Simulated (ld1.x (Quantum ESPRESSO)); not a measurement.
Ne: pseudopotential generation (part 2 of 2)

Continued. System: neon (Ne, Z = 10), core [He], reference valence 2s2 2p4 (an ion of charge +2), valence charge 8. Method: TM potential, LDA (PZ), scalar-relativistic, made with ld1.x (Quantum ESPRESSO) 7.5.

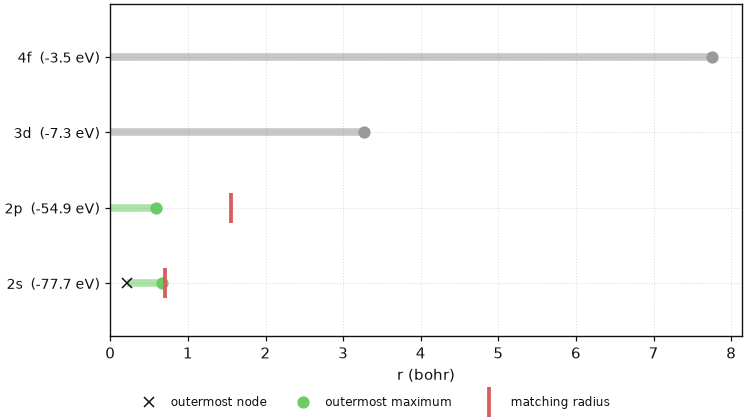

Fig. 1: Outer shells of the all-electron reference atom: each bar runs from the outermost node (or the nucleus) to the outermost maximum of u(r); the tick is the radius chosen for the pseudo-wave. Shells without a tick have no pseudo-wave of their own. Levels, nodes and maxima are from ld1.x, scalar-relativistic.

- Radii against the shells: 2s: 0.70 bohr, outside the maximum; 2p: 1.55 bohr, outside the maximum.

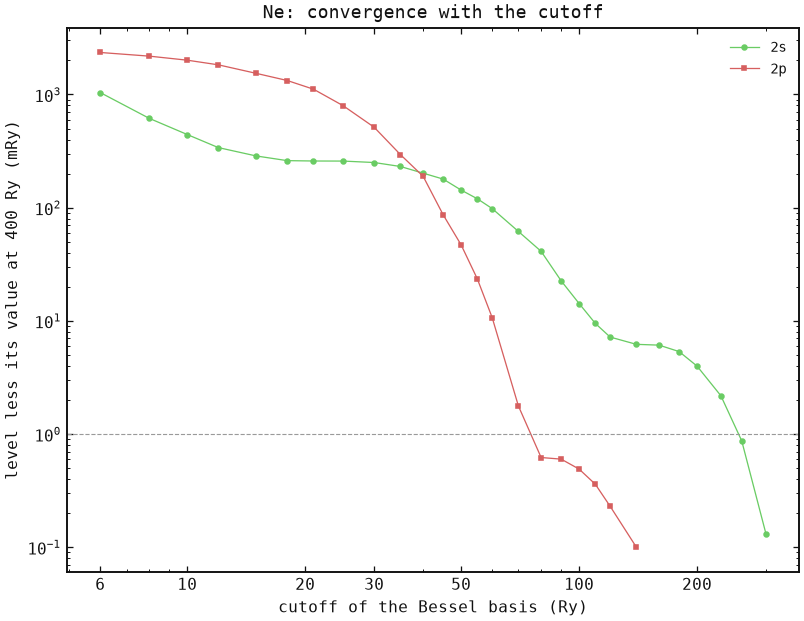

Fig. 2: The pseudo-atom Hamiltonian at the reference potential is diagonalised in spherical Bessel functions (20 bohr box) up to the cutoff. Curves: distance of each valence level from its value at 400 Ry.

- Hardest occupied shell: 2s: its level needs 260 Ry to come within 1 mRy, against 80 Ry for 2p.
- Cutoffs from which each level stays within 1 mRy: 2s: 260 Ry; 2p: 80 Ry.
- Cutoffs for 10 and 1 mRy in the occupation-weighted sum of levels: 200 Ry and 300 Ry, on the ladder of cutoffs that was run.

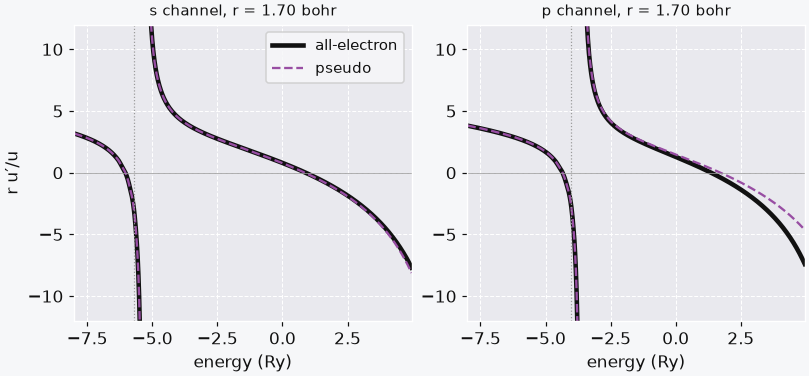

Fig. 3: Logarithmic derivatives r u′/u at the test radius against energy, all-electron atom (solid) and pseudo-atom (dashed). Here u = r R(r). The dotted line marks the reference energy of the channel.

- Ghost states: the plot shows none: pseudo and all-electron curves have the same branches in all channels drawn. The separate test gives: no ghost state below the valence levels in the s, p, d, f channels.
- Zeros of the logarithmic derivative: s: all-electron -6.0 and 0.9 Ry, pseudo -6.0 and 0.9 Ry; p: all-electron -4.3 and 1.4 Ry, pseudo -4.3 and 1.7 Ry.

### The input
```
 &input
   title='Ne', zed=10., rel=1, dft='PZ', iswitch=3,
   config='[He] 2s2 2p4',
   nld=2, rlderiv=1.70, eminld=-8.0, emaxld=5.0, deld=0.04
 /
 &inputp
   pseudotype=2, tm=.true., lloc=-1, rcloc=0.70,
   nlcc=.true., new_core_ps=.true.,
   file_pseudopw='Ne.UPF', file_wfcaegen='ae.wfc', file_wfcncgen='nc.wfc', file_beta='beta', file_chi='chi'
 /
2
2S  1  0   2.00   0.00  0.70  0.70  0.0
2P  2  1   4.00   0.00  1.55  1.55  0.0
 &test
   configts(1)='2s2 2p4'
 /
```

### Input of the test run
```
 &input
   title='Ne', zed=10., rel=1, dft='PZ', iswitch=2,
   config='[He] 2s2 2p4'
 /
 &test
   file_pseudo='Ne.UPF', nconf=9,
   configts(1)='2s2 2p4',
   configts(2)='2s2 2p6',
   configts(3)='2s2 2p5',
   configts(4)='2s2 2p3',
   configts(5)='2s1 2p6',
   configts(6)='2s2 2p2',
   configts(7)='2s2 2p5.5',
   configts(8)='2s2 2p4', lsdts(8)=1,
   configts(9)='2s2 2p5', lsdts(9)=1
 /
```

Run as:
```bash
ld1.x < Ne.in > Ne.out
```

### Key numbers

- outcome: generated
- cutoffs needed: 200 Ry and 300 Ry (the cutoffs, on a coarse ladder, from which the occupation-weighted sum of valence levels, in a spherical-Bessel basis at the reference potential, stays within 10 and 1 mRy of its value at 400 Ry); ghost states and empty shells don't enter this sum
- ghost test: no ghost state below the valence levels in the s, p, d, f channels (spherical-Bessel basis up to 400 Ry, 20 bohr box)
- largest excitation error: +2101 meV (all-electron minus pseudo) for 2s2 2p2, out of 6 test configurations
- range over which the phases arctan(r u′/u) at the test radius agree within 0.05 rad (a looser test near the poles than one of phase shifts): s: over the whole range computed; p: up to about -0.3 Ry
- hardware: 1 CPU thread, shared host
- wall time: 0.62 s

### Remarks

An excitation error of 2101 meV in its own tests makes this a poorly transferable potential.
